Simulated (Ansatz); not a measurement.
# BCl$_{2}$H: what the fields show

Input file:

```
crystal:
  periodic: [false, false, false]
  atoms:
    - { symbol: B, position_ang: [-0.931944, 2.0e-06, 0.27457] }
    - { symbol: H, position_ang: [1.210615, -1.0e-06, 1.309798] }
    - { symbol: Cl, position_ang: [2.13323, 1.0e-06, 0.332828] }
    - { symbol: Cl, position_ang: [-1.455901, -1.0e-06, -1.365195] }
basis:
  gaussian: { orbitals: "6-31G*" }
hamiltonian:
  xc: lda
relax:
  f_tol: 0.03
  max_steps: 50
output:
  orbitals: {}
```

Command:

```sh
ansatz run input.yaml --threads 1 --pin off --max-ram 2048MiB --backend cpu --events-out ev --progress --plain --runs-dir out
```

The fields are those of the run's last geometry, not of the input's.

These are results of Ansatz, RKS LDA/6-31G*, not measurements.

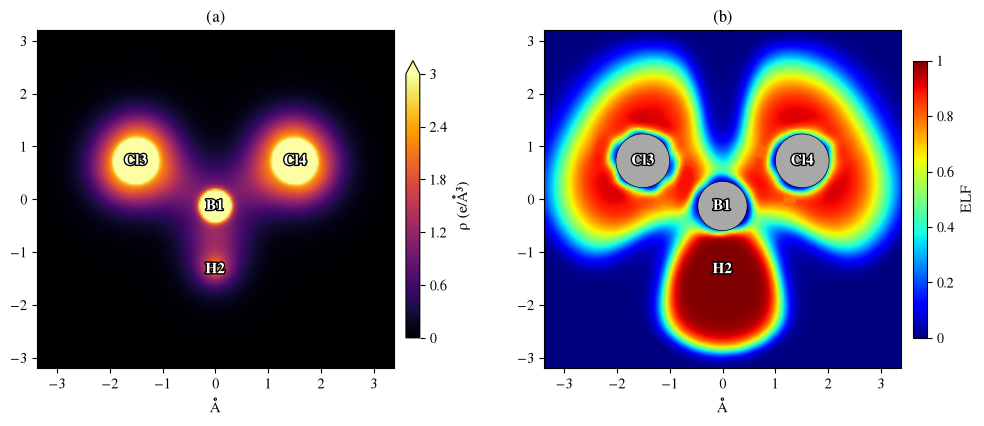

Figure 1. (a) electron density; (b) ELF on the molecular plane. Grey discs cover the atomic cores in the ELF map.

Question: Read the bonding off the picture.

Answer:
- The plane passes through B, H and Cl nuclei.
- B–Cl (1.74 Å): ρ is about 1.4 e/Å³ halfway; the ELF peaks at about 0.90 between the atoms, as expected for a shared but strongly polarised pair.
- B–H (1.20 Å): the density is about 1.3 e/Å³ at the midpoint; the ELF climbs to about 1 towards the hydrogen, as it does in any bond to H: an ordinary covalent bond to hydrogen.
- The ELF also peaks beside Cl3 and Cl4, away from the bonds: lone-pair regions.

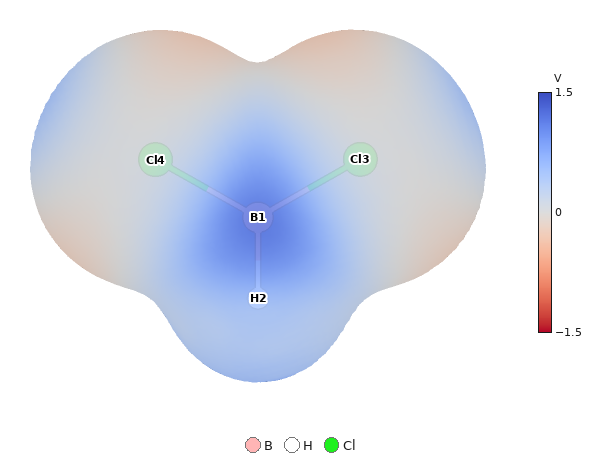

Figure 2. The molecular electrostatic potential painted on the density surface at 0.002 e/bohr³, seen across its widest extent; the colour scale runs from red (negative) to blue (positive).

Question: Describe the electrostatic potential map.

Answer: The most negative region (about −0.3 V) lies over Cl3 and Cl4, the most positive (about +1.1 V) over B1. Cl3 shows a σ-hole: about +0.5 V at the tip opposite its bond, against about −0.1 V on its flanks. Cl4 shows a σ-hole: about +0.5 V at the tip opposite its bond, against about −0.1 V on its flanks.

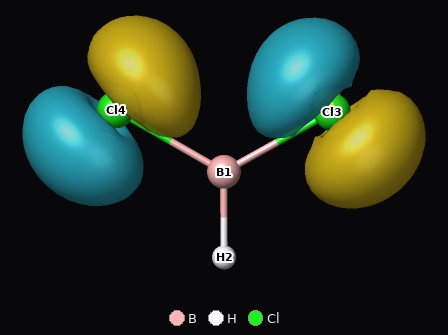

Figure 3. The HOMO−1 at ±0.15 Å⁻³ᐟ² (yellow and cyan are the two phases), seen across its widest extent.

Question: Where does this orbital lie, and at what energy?

Answer: It lies mainly on Cl3 (about 45 %) and Cl4 (about 45 %); it is symmetric in the molecular plane (an in-plane orbital: σ, lone-pair or in-plane π type); largely a combination of lone pairs on Cl3 and Cl4. Its energy is −7.95 eV.
